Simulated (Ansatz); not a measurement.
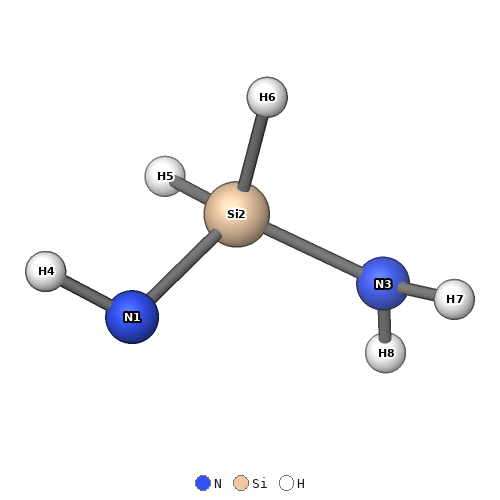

The system is H₅N₂Si, SMILES [NH][SiH2]N, spin multiplicity 2; the picture shows the reference structure. First axis: umbrella angle at N3 (between each of its bonds and their common axis; 90 is planar). Second axis: change of the bonds N3–Si2, N3–H7, N3–H8, all alike. Nothing is relaxed (all other coordinates rigid). The scan uses an 11 × 11 grid. Points are written as (first, second). All energies are given in kcal/mol relative to the relaxed molecule at the same level. All numbers below come from UKS PBE0-D4/def2-TZVP (Ansatz 0.2.0).

Its coordinates:

```xyz
8

N    -1.5397    0.5344    0.4219
Si    0.0942    0.3837   -0.1898
N     0.8362   -1.1281    0.0822
H    -1.9437    1.4563    0.2367
H     0.0401    0.6007   -1.6630
H     0.9218    1.4204    0.4889
H     1.1387   -1.3862    1.0076
H     0.5447   -1.9383   -0.4403
```

Range: umbrella angle at N3 (between each of its bonds and their common axis; 90 is planar) from 66.0 to 114.0°; change of the bonds N3–Si2, N3–H7, N3–H8, all alike from −0.136 to 0.211 Å.

What will the energy surface look like?

Answer. The lowest grid point is at (99.6°, 0.002 Å), 0.0 kcal/mol from the relaxed molecule at the same level. No other kind of well shows on this grid. The highest grid point, (66.0°, −0.136 Å), lies 47.7 kcal/mol above the lowest.

```
second ↓, first →  66.0  70.8  75.6  80.4  85.2  90.0  94.8  99.6  104.4  109.2  114.0
            0.211  39.2  40.5  42.4  44.2  45.4  45.6  44.5  42.6   40.1   37.8   36.4
            0.176  29.7  30.4  31.8  33.2  34.1  34.1  33.2  31.5   29.5   27.8   26.9
            0.141  21.4  21.4  22.2  23.2  23.8  23.7  23.0  21.6   20.0   18.8   18.6
            0.107  14.6  14.0  14.2  14.8  15.1  15.0  14.3  13.3   12.1   11.5   11.8
            0.072   9.4   8.1   7.8   7.9   8.0   7.8   7.2   6.4    5.8    5.6    6.7
            0.037   6.4   4.5   3.6   3.2   3.0   2.7   2.3   1.8    1.6    2.1    3.8
            0.002   6.3   3.6   2.1   1.4   0.9   0.5   0.2   0.0    0.2    1.3    3.7
           −0.032   9.4   6.1   4.0   2.8   2.1   1.7   1.4   1.5    2.2    3.8    6.9
           −0.067  16.8  12.8  10.1   8.5   7.5   7.0   6.9   7.3    8.4   10.6   14.5
           −0.102  29.4  24.6  21.4  19.4  18.1  17.5  17.5  18.2   19.8   22.6   27.2
           −0.136  47.7  42.2  38.4  35.9  34.5  33.8  33.9  34.8   36.9   40.3   45.6
```

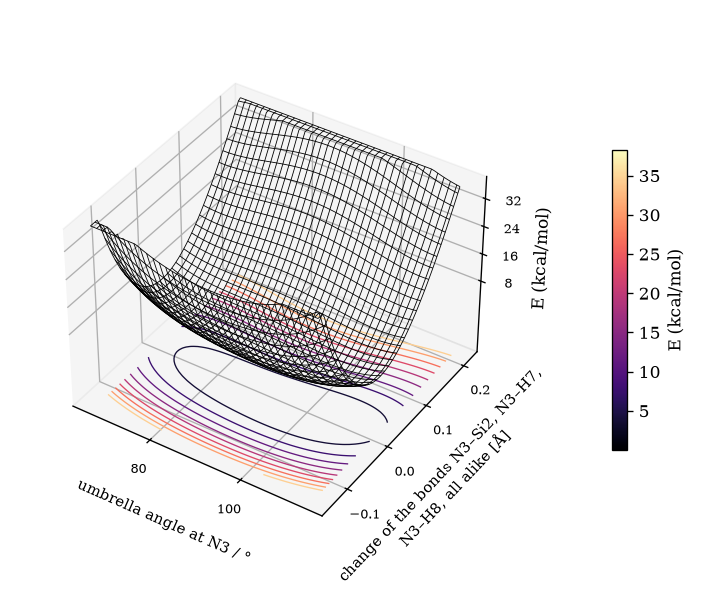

The picture shows a relief with its contours projected below, any walls above the top of the colour scale cut off. Between grid points the surface is interpolated.

The whole map (121 points run) took 14 min on 1 thread of Arm Neoverse V1, on a shared host.
